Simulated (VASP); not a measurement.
# Cs3MgF6: the relaxed cell at several levels, part 3 of 5

Aim: relax Cs3MgF6 with several functionals and dispersion schemes, and compare the cells. The cell is invented: it takes the structure of a Materials Project entry for Cs2NaMgF6 (space group 225 there), with some of its atoms replaced by other elements, volume scaled by an estimate. It may not be a known or stable phase. LASPH is on for some levels and off for others; the table marks which.

VASP 6.6.1, plane waves and PAW; the level of theory is named at each step.

Still holding for the runs below: This run has no spin polarisation. Its electron count is odd, so without a moment it is a metal by construction. The k-mesh is coarse for a metal.

So far. Step 3 (Second relaxation): It ends with a largest force of 0.038 eV/Å and a pressure of 0.10 GPa. Step 4 (Relaxation with PBE): It ends with a largest force of 0.001 eV/Å and a pressure of 0.00 GPa. The conventional cell has a = 9.657 Å.

### Step 5. Relaxation with LDA

This step: LDA; plane waves and PAW (Cs_sv, Mg, F); invented cell (VASP 6.6.1).

LDA, the lowest rung, knows the local density alone.

INCAR reads:

```
SYSTEM = Cs3MgF6
PREC = Accurate
ENCUT = 560
EDIFF = 1E-06
NELM = 100
ISMEAR = -1
SIGMA = 0.05
LREAL = .FALSE.
ALGO = Normal
GGA = CA
NBANDS = 45
LORBIT = 11
LWAVE = .FALSE.
LCHARG = .FALSE.
KPAR = 4
IBRION = 2
NSW = 60
ISIF = 3
EDIFFG = -0.01
```

POSCAR reads:

```
Cs3MgF6
1.0
    0.0000000000      4.8117987871      4.8117987871
    4.8117987871      0.0000000000      4.8117987871
    4.8117987871      4.8117987871      0.0000000000
Cs Mg F
3 1 6
Direct
    0.0000000000      0.0000000000      0.0000000000
    0.2500000000      0.2500000000      0.2500000000
    0.7500000000      0.7500000000      0.7500000000
    0.5000000000      0.5000000000      0.5000000000
    0.2918141165      0.7081858835      0.7081858835
    0.2918141165      0.7081858835      0.2918141165
    0.7081858835      0.2918141165      0.7081858835
    0.7081858835      0.7081858835      0.2918141165
    0.2918141165      0.2918141165      0.7081858835
    0.7081858835      0.2918141165      0.2918141165
```

KPOINTS reads:

```
Automatic mesh
0
Gamma
4 4 4
0 0 0
```

PAW data sets: Cs_sv, Mg and F (PBE family, release 64).

On the command line:

```sh
mpirun -np 4 vasp_std
```

What it wrote:

```text
[banner, memory and clock lines left out]
running    4 mpi-ranks, on    1 nodes
 distrk:  each k-point on    1 cores,    4 groups
 distr:  one band on    1 cores,    1 groups

 POSCAR found type information on POSCAR CsMgF
 POSCAR found :  3 types and      10 ions
|                                                                             |
|               ----> ADVICE to this user running VASP <----                  |
|                                                                             |
|     You enforced a specific xc type in the INCAR file but a different       |
|     [... a line on the potential file left out ...]
|     I HOPE YOU KNOW WHAT YOU ARE DOING!                                     |
|                                                                             |

 LDA part: xc-table for (Slater(with rela. corr.)+CA(PZ))
 , standard interpolation
 POSCAR, INCAR and KPOINTS ok, starting setup
 FFT: planning ... GRIDC
 FFT: planning ... GRID_SOFT
 FFT: planning ... GRID
 WAVECAR not read
 entering main loop
       N       E                     dE             d eps       ncg     rms          rms(c)
DAV:   1     0.539378336633E+03    0.53938E+03   -0.36344E+04   720   0.149E+03
DAV:   2    -0.100490343614E+02   -0.54943E+03   -0.54095E+03   959   0.306E+02
DAV:   3    -0.497030010767E+02   -0.39654E+02   -0.39401E+02   808   0.897E+01
DAV:   4    -0.500971030149E+02   -0.39410E+00   -0.39341E+00   883   0.100E+01
DAV:   5    -0.501013410651E+02   -0.42381E-02   -0.42370E-02   844   0.985E-01    0.107E+01
DAV:   6    -0.460238890304E+02    0.40775E+01   -0.17688E+01   834   0.274E+01    0.405E+00
DAV:   7    -0.460140128375E+02    0.98762E-02   -0.30456E+00   809   0.665E+00    0.288E+00
DAV:   8    -0.458639133846E+02    0.15010E+00   -0.45016E-01   852   0.380E+00    0.763E-01
DAV:   9    -0.458257198072E+02    0.38194E-01   -0.13358E-01   916   0.168E+00    0.295E-01
DAV:  10    -0.458268098425E+02   -0.10900E-02   -0.18675E-02   785   0.487E-01    0.199E-01
DAV:  11    -0.458266579097E+02    0.15193E-03   -0.34147E-03   844   0.221E-01    0.657E-02
DAV:  12    -0.458265636738E+02    0.94236E-04   -0.22142E-04   841   0.792E-02    0.322E-02
DAV:  13    -0.458265398733E+02    0.23800E-04   -0.15591E-04   844   0.423E-02    0.763E-03
DAV:  14    -0.458265429159E+02   -0.30426E-05   -0.31368E-05   873   0.185E-02    0.673E-03
DAV:  15    -0.458265415699E+02    0.13461E-05   -0.24993E-06   746   0.703E-03    0.218E-03
DAV:  16    -0.458265415675E+02    0.23192E-08   -0.16580E-06   577   0.398E-03
   1 F= -.45826542E+02 E0= -.45757879E+02  d E =-.458265E+02
 curvature:   0.00 expect dE= 0.000E+00 dE for cont linesearch  0.000E+00
 trial: gam= 0.00000 g(F)=  0.103E-01 g(S)=  0.464E+00 ort = 0.000E+00 (trialstep = 0.100E+01)
 search vector abs. value=  0.474E+00
 bond charge predicted
       N       E                     dE             d eps       ncg     rms          rms(c)
DAV:   1    -0.511494568142E+02   -0.53229E+01   -0.97313E+01   720   0.530E+01    0.168E+01
DAV:   2    -0.465728719260E+02    0.45766E+01   -0.23692E+01   735   0.229E+01    0.295E+00
DAV:   3    -0.462548475202E+02    0.31802E+00   -0.67762E-01   744   0.478E+00    0.155E+00
DAV:   4    -0.461714836970E+02    0.83364E-01   -0.41206E-01   763   0.249E+00    0.699E-01
DAV:   5    -0.461672394224E+02    0.42443E-02   -0.40780E-02   804   0.103E+00    0.252E-01
DAV:   6    -0.461663641030E+02    0.87532E-03   -0.59407E-03   828   0.422E-01    0.965E-02
DAV:   7    -0.461663456130E+02    0.18490E-04   -0.48699E-04   784   0.105E-01    0.485E-02
DAV:   8    -0.461663450270E+02    0.58600E-06   -0.15469E-04   769   0.553E-02    0.173E-02
DAV:   9    -0.461663390049E+02    0.60220E-05   -0.15932E-05   766   0.202E-02    0.765E-03
DAV:  10    -0.461663380448E+02    0.96013E-06   -0.73917E-06   826   0.117E-02
   2 F= -.46166338E+02 E0= -.46102454E+02  d E =-.339796E+00
[...]
3 F= -.46216673E+02 E0= -.46155981E+02  d E =-.390131E+00
[...]
4 F= -.46298911E+02 E0= -.46243492E+02  d E =-.822383E-01
[...]
5 F= -.46343397E+02 E0= -.46292950E+02  d E =-.126724E+00
[...]
6 F= -.46343812E+02 E0= -.46293029E+02  d E =-.127139E+00
[...]
7 F= -.46343794E+02 E0= -.46293125E+02  d E =-.127121E+00
[...]
8 F= -.46344589E+02 E0= -.46293741E+02  d E =-.794869E-03
 trial-energy change:   -0.000795  1 .order   -0.000792   -0.002258    0.000674
 step:   1.0757(harm=  1.0757)  dis= 0.00130  next Energy=   -46.344664 (dE=-0.869E-03)
 bond charge predicted
       N       E                     dE             d eps       ncg     rms          rms(c)
DAV:   1    -0.463461347831E+02   -0.15457E-02   -0.35360E-02   720   0.103E+00    0.283E-01
DAV:   2    -0.463447802100E+02    0.13546E-02   -0.60273E-03   735   0.389E-01    0.487E-02
DAV:   3    -0.463446896946E+02    0.90515E-04   -0.15497E-04   754   0.709E-02    0.255E-02
DAV:   4    -0.463446636620E+02    0.26033E-04   -0.12973E-04   750   0.473E-02    0.102E-02
DAV:   5    -0.463446624662E+02    0.11958E-05   -0.12647E-05   771   0.188E-02    0.483E-03
DAV:   6    -0.463446622661E+02    0.20007E-06   -0.11872E-06   442   0.567E-03
   9 F= -.46344662E+02 E0= -.46293856E+02  d E =-.868259E-03
 curvature:  -0.55 expect dE=-0.843E-06 dE for cont linesearch -0.312E-06
 trial: gam= 0.00000 g(F)=  0.138E-05 g(S)=  0.147E-06 ort =-0.306E-04 (trialstep = 0.133E+01)
 search vector abs. value=  0.153E-05
 reached required accuracy - stopping structural energy minimisation
```

Elapsed: 4.8 min, on 4 MPI ranks of Intel Xeon Platinum 8488C (Sapphire Rapids), shared host; peak memory 1.5 GiB.

Parts of OUTCAR (step 5):

```text
   NELECT =      71.0000    total number of electrons

 E-fermi :  -1.7690

 k-point     1 :       0.0000    0.0000    0.0000
  band No.  band energies     occupation
    ...
     32      -2.0902      1.99676
     33      -2.0902      1.99676
     34      -2.0843      1.99635
     35      -2.0843      1.99635
     36      -2.0843      1.99635
     37       4.9578      0.00000
     38       5.7677      0.00000
     39       5.7677      0.00000
     40       7.2238      0.00000
     41       7.2238      0.00000
    ...

  Total       -0.0031899     -0.0031899     -0.0031899     -0.0000000      0.0000000      0.0000000
  in kB       -0.0272654     -0.0272654     -0.0272654     -0.0000000      0.0000000      0.0000000
  external PRESSURE =      -0.0272654 kB  Pullay stress =       0.0000000 kB

 POSITION                                       TOTAL-FORCE (eV/Angst)
 -----------------------------------------------------------------------------------
      0.00000      0.00000      0.00000         0.000000     -0.000000      0.000000
      2.27119      2.27119      2.27119         0.000000     -0.000000      0.000000
      6.81358      6.81358      6.81358         0.000000     -0.000000      0.000000
      4.54239      4.54239      4.54239         0.000000     -0.000000      0.000000
      6.48560      4.54239      4.54239        -0.002186     -0.000000      0.000000
      4.54239      2.59917      4.54239         0.000000      0.002186      0.000000
      4.54239      6.48560      4.54239         0.000000     -0.002186      0.000000
      4.54239      4.54239      6.48560         0.000000     -0.000000     -0.002186
      4.54239      4.54239      2.59917         0.000000     -0.000000      0.002186
      2.59917      4.54239      4.54239         0.002186     -0.000000      0.000000
 -----------------------------------------------------------------------------------
    total drift:                               -0.000000     -0.000000     -0.000000

  FREE ENERGIE OF THE ION-ELECTRON SYSTEM (eV)
  ---------------------------------------------------
  free  energy   TOTEN  =       -46.3446622661 eV

  energy  without entropy=      -46.2430497145  energy(sigma->0) =      -46.29385599

[... 8 parts as in an earlier step ...]

[... 10 further parts left out ...]
```

CONTCAR:

```
Cs3MgF6
   1.00000000000000
     0.0000000000000000    4.5423860791010222    4.5423860791010222
     4.5423860791010222    0.0000000000000000    4.5423860791010222
     4.5423860791010222    4.5423860791010222    0.0000000000000000
  Cs              Mg              F
     3     1     6
Direct
     0.0000000000000000    0.0000000000000000    0.0000000000000000
     0.2500000000000000    0.2500000000000000    0.2500000000000000
     0.7500000000000000    0.7500000000000000    0.7500000000000000
     0.5000000000000000    0.5000000000000000    0.5000000000000000
     0.2861018613032277    0.7138981386967723    0.7138981386967723
     0.2861018613032277    0.7138981386967723    0.2861018613032277
     0.7138981386967723    0.2861018613032277    0.7138981386967723
     0.7138981386967723    0.7138981386967723    0.2861018613032277
     0.2861018613032277    0.2861018613032277    0.7138981386967723
     0.7138981386967723    0.2861018613032277    0.2861018613032277
```

The PAW data sets were made with PBE, though LDA sets exist; this is a small mismatch.

Step by step:

| step | energy less that of the first step (eV) | largest force (eV/Å) | pressure (GPa) | volume (Å³) |
| --- | --- | --- | --- | --- |
| 1 | 0.0000 | 0.1889 | -4.07 | 222.82 |
| 2 | -0.3398 | 0.2636 | -1.89 | 205.06 |
| 3 | -0.3901 | 0.5422 | -0.42 | 196.91 |
| 4 | -0.4724 | 0.3462 | -0.28 | 192.49 |
| 5 | -0.5169 | 0.0087 | 0.31 | 186.12 |
| 6 | -0.5173 | 0.0440 | 0.22 | 186.72 |
| 7 | -0.5173 | 0.0321 | 0.26 | 186.52 |
| 8 | -0.5180 | 0.0124 | -0.07 | 187.73 |
| 9 | -0.5181 | 0.0022 | 0.00 | 187.45 |

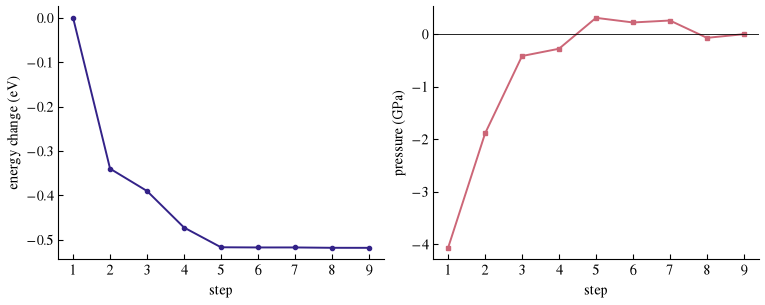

Energy and pressure along the relaxation.

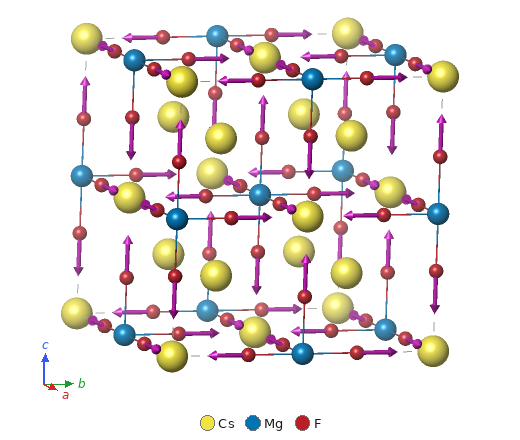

Displacements in the relaxation, exaggerated, measured against the changing cell; the longest in the cell stands for 0.05 Å. Some periodic images of atoms are drawn too.

```
conventional cell, symmetrised  before  after   change
                         a (Å)   9.624  9.085   -5.6 %
                         b (Å)   9.624  9.085   -5.6 %
                         c (Å)   9.624  9.085   -5.6 %
              volume (Å³/atom)   22.28  18.74  -15.9 %
```

The atoms that moved most (Å, as changes of fractional coordinates times the final cell):

```
atom      dx      dy      dz  length
  F6   0.000  -0.052   0.000   0.052
  F9   0.000   0.000  -0.052   0.052
 F10  -0.052   0.000   0.000   0.052
  F8   0.000   0.000   0.052   0.052
  F5   0.052   0.000   0.000   0.052
  F7   0.000   0.052   0.000   0.052
```

The relaxed structure:

```cif
data_structure
_symmetry_space_group_name_H-M 'P 1'
_symmetry_Int_Tables_number 1
_cell_length_a 6.4239
_cell_length_b 6.4239
_cell_length_c 6.4239
_cell_angle_alpha 60.000
_cell_angle_beta 60.000
_cell_angle_gamma 60.000
_cell_volume 187.45
loop_
_atom_site_label
_atom_site_type_symbol
_atom_site_fract_x
_atom_site_fract_y
_atom_site_fract_z
_atom_site_occupancy
Cs1 Cs 0.00000 0.00000 0.00000 1
Cs2 Cs 0.25000 0.25000 0.25000 1
Cs3 Cs 0.75000 0.75000 0.75000 1
Mg4 Mg 0.50000 0.50000 0.50000 1
F5 F 0.28610 0.71390 0.71390 1
F6 F 0.28610 0.71390 0.28610 1
F7 F 0.71390 0.28610 0.71390 1
F8 F 0.71390 0.71390 0.28610 1
F9 F 0.28610 0.28610 0.71390 1
F10 F 0.71390 0.28610 0.28610 1
```

This step gave:

- free energy (TOTEN): -46.34 eV
- energy at zero smearing: -46.29 eV
- Fermi energy: -1.769 eV
- pressure: -0.002727 GPa
- SCF cycles over all ionic steps: 77

It ends at 18.74 Å³/atom, -15.9 % from the start, with 0.00 GPa left. The conventional cell has a = 9.085 Å.

### Step 6. Relaxation with PBEsol

This step: PBEsol; plane waves and PAW (Cs_sv, Mg, F); invented cell (VASP 6.6.1).

PBEsol restores the gradient expansion of exchange and is tuned for the cells of solids.

INCAR, as its differences from that of step 5:

```diff
@@ -9,3 +9,3 @@
 ALGO = Normal
-GGA = CA
+GGA = PS
 NBANDS = 45
```

POSCAR is that of step 5.

KPOINTS is that of step 5.

On the command line:

```sh
mpirun -np 4 vasp_std
```

What it wrote:

```text
[banner, memory and clock lines left out]
running    4 mpi-ranks, on    1 nodes
[...]
[... a notice as in an earlier step ...]

 LDA part: xc-table for (Slater+PW92), standard interpolation
 POSCAR, INCAR and KPOINTS ok, starting setup
[...]
entering main loop
       N       E                     dE             d eps       ncg     rms          rms(c)
DAV:   1     0.546064135928E+03    0.54606E+03   -0.36425E+04   720   0.149E+03
DAV:   2    -0.717297449543E+01   -0.55324E+03   -0.54479E+03   959   0.308E+02
DAV:   3    -0.468157839315E+02   -0.39643E+02   -0.39387E+02   808   0.899E+01
DAV:   4    -0.472067408179E+02   -0.39096E+00   -0.39029E+00   880   0.100E+01
[...]
DAV:  14    -0.429185556932E+02   -0.71235E-05   -0.33212E-05   835   0.197E-02    0.744E-03
DAV:  15    -0.429185542327E+02    0.14606E-05   -0.35252E-06   783   0.825E-03    0.166E-03
DAV:  16    -0.429185543138E+02   -0.81173E-07   -0.14791E-06   687   0.409E-03
   1 F= -.42918554E+02 E0= -.42849312E+02  d E =-.429186E+02
[... from here on, the cycles between the ionic steps are left out ...]
   2 F= -.42977996E+02 E0= -.42910176E+02  d E =-.594414E-01
   3 F= -.42988920E+02 E0= -.42922208E+02  d E =-.703654E-01
   4 F= -.43002264E+02 E0= -.42937059E+02  d E =-.133443E-01
   5 F= -.43014665E+02 E0= -.42955156E+02  d E =-.257451E-01
   6 F= -.43015087E+02 E0= -.42954614E+02  d E =-.261670E-01
[...]
reached required accuracy - stopping structural energy minimisation
```

It took 4 min on 4 MPI ranks; peak memory 1.9 GiB; 16 min of CPU time.

OUTCAR, selected parts (step 6):

```text
  Total       -0.0518405     -0.0518405     -0.0518405      0.0000000      0.0000000      0.0000000
  in kB       -0.4053397     -0.4053397     -0.4053397      0.0000000      0.0000000      0.0000000
  external PRESSURE =      -0.4053397 kB  Pullay stress =       0.0000000 kB

 POSITION                                       TOTAL-FORCE (eV/Angst)
 -----------------------------------------------------------------------------------
      0.00000      0.00000      0.00000         0.000000      0.000000      0.000000
      2.33963      2.33963      2.33963         0.000000      0.000000      0.000000
      7.01889      7.01889      7.01889        -0.000000      0.000000      0.000000
      4.67926      4.67926      4.67926        -0.000000      0.000000      0.000000
      6.65720      4.67926      4.67926        -0.005489      0.000000      0.000000
      4.67926      2.70131      4.67926         0.000000      0.005489      0.000000
      4.67926      6.65720      4.67926         0.000000     -0.005489      0.000000
      4.67926      4.67926      6.65720         0.000000      0.000000     -0.005489
      4.67926      4.67926      2.70131         0.000000      0.000000      0.005489
      2.70131      4.67926      4.67926         0.005489      0.000000      0.000000
 -----------------------------------------------------------------------------------
    total drift:                                0.000000      0.000000     -0.000000

  FREE ENERGIE OF THE ION-ELECTRON SYSTEM (eV)
  ---------------------------------------------------
  free  energy   TOTEN  =       -43.0150867395 eV

  energy  without entropy=      -42.8941422338  energy(sigma->0) =      -42.95461449

[... 2 parts as in an earlier step ...]

[... 2 further parts left out ...]
[key lines of the parts left out:]
E-fermi :  -2.0338
```

The PAW data sets were made with PBE, which is usual practice but a small mismatch for other functionals.

The steps of the relaxation:

```csv
step,energy less that of the first step (eV),largest force (eV/Å),pressure (GPa),volume (Å³)
1,0.0000,0.0793,-1.71,222.82
2,-0.0594,0.0963,-0.78,215.24
3,-0.0704,0.2134,-0.15,210.86
4,-0.0837,0.1455,-0.13,209.04
5,-0.0961,0.0343,-0.02,204.15
6,-0.0965,0.0055,-0.04,204.91
```

```
conventional cell, symmetrised  before  after  change
                         a (Å)   9.624  9.359  -2.8 %
                         b (Å)   9.624  9.359  -2.8 %
                         c (Å)   9.624  9.359  -2.8 %
              volume (Å³/atom)   22.28  20.49  -8.0 %
```

The atoms that moved most (Å, as changes of fractional coordinates times the final cell):

| atom | dx | dy | dz | length |
| --- | --- | --- | --- | --- |
| F6 | 0.000 | -0.030 | 0.000 | 0.030 |
| F9 | 0.000 | 0.000 | -0.030 | 0.030 |
| F10 | -0.030 | 0.000 | 0.000 | 0.030 |
| F8 | 0.000 | 0.000 | 0.030 | 0.030 |
| F5 | 0.030 | 0.000 | 0.000 | 0.030 |
| F7 | 0.000 | 0.030 | 0.000 | 0.030 |

Final coordinates:

```xyz
10
Lattice="0.0000 4.6793 4.6793 4.6793 0.0000 4.6793 4.6793 4.6793 0.0000" Properties=species:S:1:pos:R:3 pbc="T T T"
Cs    0.0000    0.0000    0.0000
Cs    2.3396    2.3396    2.3396
Cs    7.0189    7.0189    7.0189
Mg    4.6793    4.6793    4.6793
F     6.6572    4.6793    4.6793
F     4.6793    2.7013    4.6793
F     4.6793    6.6572    4.6793
F     4.6793    4.6793    6.6572
F     4.6793    4.6793    2.7013
F     2.7013    4.6793    4.6793
```

It ends at 20.49 Å³/atom, -8.0 % from the start, with -0.04 GPa left. The conventional cell has a = 9.359 Å.

[end of part 3 of 5]

[Lines on the potential files, build, host, timing and source positions are cut from VASP's logs without a mark.]

[Logs are printed without paths, hosts, clocks, repeated set-up lines and the standing remarks that a program may print on its own settings, such as how far it seeks lower states.]

[Hosts, paths, dates, database ids (printed as entryN), source tags and the programs' standing remarks are cut or masked in the printed files.]

[A measured line is paired with the nearest computed mode of its activity, which favours agreement.]
